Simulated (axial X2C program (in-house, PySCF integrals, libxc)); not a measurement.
## Relativistic diatomic calculation for YSe

- system: YSe, single determinant with M_S = 1/2 and |Λ| = 2 (not the lowest found).
- method: PBE0, spin-free X2C-1e, Y dyall-cv3z, Se dyall-cv3z (cores contracted) (axial X2C program (in-house, PySCF integrals, libxc))

### Input file
```
{"zs": [39, 34], "q": 0, "bas": ["dyall-cv3z", "dyall-cv3z"], "levels": ["PBE0", "HF", "BP86"], "cc": true, "r0": 2.37, "thr": -1.0, "nmax": 90, "npts": 10, "nst": 2, "ntry": 6}
```

The line is the task of a batch: nuclear charges, charge, bases, the levels to run, a first guess of the distance and further settings. This report covers PBE0 without spin-orbit coupling. The log is that of the reference distance 2.402 Å.

Hardware: 1 thread of Arm Neoverse V1, 24 GiB of memory available, shared host.

Launched within a batch (the task file carries these settings):
```bash
python <driver script> task.json out
```

### The program's output
```
spin-free X2C-1e  PBE0
basis functions 263  fitting functions 1325  grid points 5801
iter        total energy     max residual
   1      -5811.763150141     3.40e+00
   2      -5814.375737536     2.01e-02
   3      -5814.330275213     4.39e-02
   4      -5814.386238897     1.14e-02
   5      -5814.390399277     1.78e-03
   6      -5814.390477576     4.80e-04
   7      -5814.390484633     1.27e-04
   8      -5814.390484806     1.63e-05
   9      -5814.390484822     1.23e-05
  10      -5814.390484828     5.77e-06
  11      -5814.390484830     2.31e-06
  12      -5814.390484831     1.05e-06
converged
one-electron -8645.77134626  Coulomb 2737.93612186  exact exchange -48.85746288  xc functional -149.82476745  nuclear repulsion 292.12696989
```

### The points of the curve

| R (Å) | E (hartree) | dipole (D; origin at the first atom, positive when the second is positive) | highest filled (eV) | lowest empty (eV) |
| --- | --- | --- | --- | --- |
| 2.090 | −5814.334908 | −7.05 | −2.59 | −2.46 |
| 2.186 | −5814.364975 | −7.69 | −2.75 | −2.57 |
| 2.258 | −5814.378809 | −8.12 | −2.89 | −2.65 |
| 2.330 | −5814.386890 | −8.53 | −3.02 | −2.73 |
| 2.402 | −5814.390485 | −8.90 | −3.17 | −2.81 |
| 2.486 | −5814.390324 | −9.30 | −3.33 | −2.91 |
| 2.570 | −5814.386688 | −9.64 | −3.50 | −3.00 |
| 2.678 | −5814.378478 | −10.01 | −3.71 | −3.12 |
| 2.810 | −5814.365177 | −10.29 | −3.96 | −3.26 |

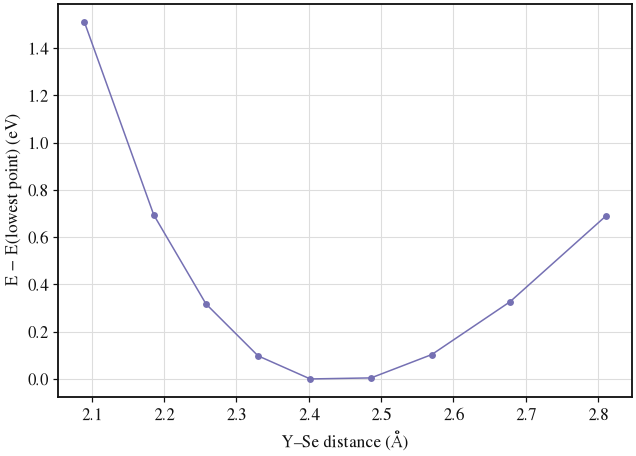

*Energy at 9 bond lengths, for one set of occupations held fixed; the line joins the points.*

A polynomial of degree 6 through 9 points gives rₑ = 2.440 Å, ωₑ = 320.1 cm⁻¹, ωₑxₑ = 0.60 cm⁻¹ and Bₑ = 0.06730 cm⁻¹. The minimum lies 3.71 eV below Y + Se, each computed as one determinant at the same level.

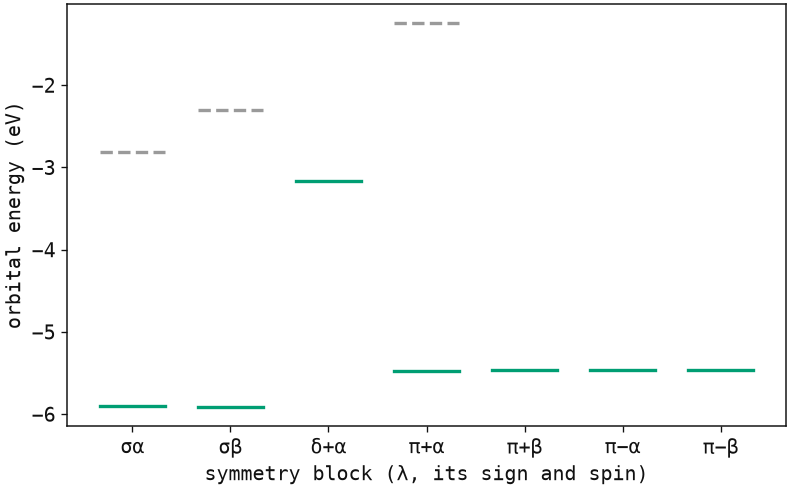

*Orbital energies near the frontier at 2.40 Å, filled (solid) and empty (dashed); a label such as π−α means λ = −1 and α spin.*

The highest filled orbital (δ+α; 99 % Y d) lies at −3.17 eV, the lowest empty one (σα; 67 % Y s, 14 % Y p) at −2.81 eV.

### Summary

- outcome: converged
- bond length rₑ: 2.440 Å
- ωₑ: 320.1 cm⁻¹
- energy at the minimum: −5814.39092 hartree
- depth below the fragments: 3.71 eV
- largest ⟨S²⟩ along the curve: 0.80
- wall time: 9.7 s

### Remarks

Limits: 9 of the 10 points asked for were kept.
